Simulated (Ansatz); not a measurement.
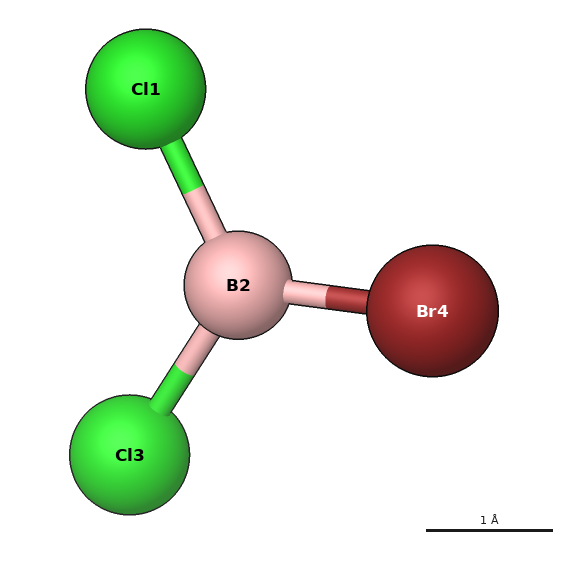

(Drawn from a calculation with Ansatz.)

The atoms are numbered. Geometry: moved along internal coordinates away from the minimum.

Estimate the angles Cl1–B2–Cl3, Cl1–B2–Br4.

```
     angle  degrees
Cl1–B2–Cl3    120.1
Cl1–B2–Br4    120.0
```
